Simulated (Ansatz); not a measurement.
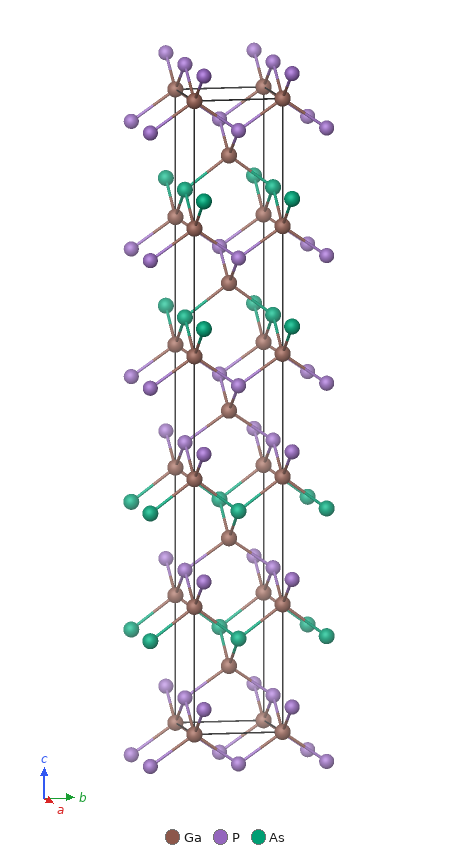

Ball-and-stick drawing of the structure, looking slightly off an axis. One conventional unit cell is framed, with atoms on its boundary repeated. A few atoms beyond the faces are included.

Ga$_{5}$As$_{2}$P$_{3}$, space group I-4m2 (No. 119), a = 3.958 Å, b = 3.958 Å, c = 28.033 Å, α = 90.00°, β = 90.00°, γ = 90.00°. Its origin is a structure type filled with these elements by a generator (whether the compound takes this form wasn't checked). Earlier steps of the study, as a rule a relaxation of our own, may have changed the cell and positions, so they can lie some per cent off the listed ones. A calculation with Ansatz used it as input.

This one geometry was computed with Ansatz (DFT, plane waves, PAW) at three levels of theory: r2SCAN, LDA and PBE.

### Which level gives the highest pressure at this volume, and what does that say about its equilibrium volume?

Highest: PBE (0.0 GPa), which points to the largest equilibrium volume. Lowest, with the smallest volume: LDA (-4.9 GPa). Levels within 0.5 GPa of each other can't be told apart.

### How does the band gap change with the level of theory?

LDA: a gap of 0.73 eV, direct; PBE: a gap of 0.94 eV, direct; r2SCAN: a gap of 1.43 eV, direct.

### Collect the results in a table.

| level | cutoff (eV) | k-mesh of the run's cell | gap (eV) | pressure (GPa) |
| --- | --- | --- | --- | --- |
| r2SCAN | 500 | 10×10×10 | 1.43 | -2.6 |
| LDA | 420 | 10×10×10 | 0.73 | -4.9 |
| PBE | 420 | 10×10×10 | 0.94 | 0.0 |

Gaps are taken on the k-mesh or band path of each run.
